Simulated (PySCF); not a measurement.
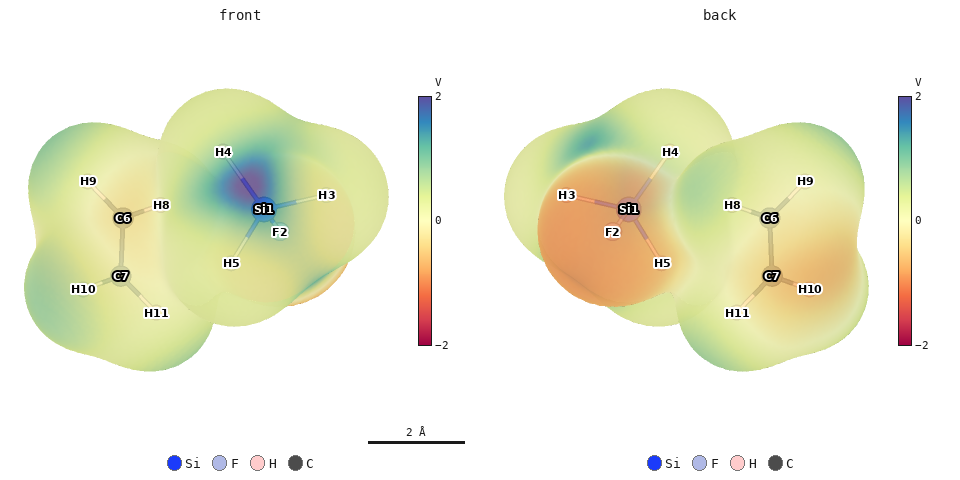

The picture shows: FH3Si···C2H4. The molecular electrostatic potential painted on the density surface at 0.002 e/bohr³, seen from the front and from behind; the colour scale runs from red (negative) to blue (positive).

Geometry: PBE0-D3(BJ)/def2-SVPD.

These are results of wB97M-D3(BJ)/def2-TZVPD, SCF density, gas phase (PySCF), not measurements.

```xyz
11

Si   -0.2673    0.3190   -0.1971
F     1.1829   -0.3095    0.2543
H    -1.3031   -0.3747    0.6174
H    -0.2571    1.7771    0.0902
H    -0.4633    0.0483   -1.6453
C     2.4846    2.2118   -1.4972
C     2.2661    1.4206   -2.5461
H     2.8647    1.8121   -0.5546
H     2.2926    3.2864   -1.5409
H     1.8871    1.8146   -3.4920
H     2.4623    0.3471   -2.4990
```

Question: Where is the surface potential most negative and most positive?

Answer: The most negative region (about −1.0 V) lies over F2, the most positive (about +1.9 V) over Si1.

Question: How polar is the complex by this calculation?

Answer: Its dipole moment is 1.40 D.
